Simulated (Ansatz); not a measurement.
Breaking the Al1–H2 bond in AlF2H (SMILES [F][AlH][F]) (multiplicity 1 held, fragments rigid). Energies count from the point at 1.553 Å.
Geometry at that point (charge 0, multiplicity 1):
```xyz
4

Al    -0.297    -0.200    -0.235
H     -1.376    -0.925    -1.085
F     -0.220     1.442    -0.185
F      0.802    -1.050     0.644
```

Restricted levels (R-, RO-) in cc, def2 and unpolarised 6-31G sets keep to the state of the molecule at rest. U- levels take the lowest unrestricted solution at each point, which mixes spins at long bonds. Active spaces are followed from a long bond inwards. Levels need not reach the same state.

Cores are frozen in the correlated methods.

Run with Ansatz (Gaussian basis) for Hartree–Fock, density functionals and correlated methods. 

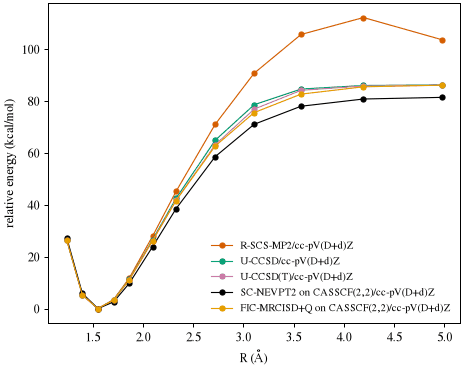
Figure: Relative energy along the coordinate

Doubts at one or more of the structures used: a restricted determinant that unrestricted orbitals would lower (R-SCS-MP2/cc-pV(D+d)Z); a spin-contaminated determinant (U-CCSD/cc-pV(D+d)Z, U-CCSD(T)/cc-pV(D+d)Z); T1 above 0.05 (U-CCSD/cc-pV(D+d)Z, U-CCSD(T)/cc-pV(D+d)Z).

Ansatz is a first-principles code.
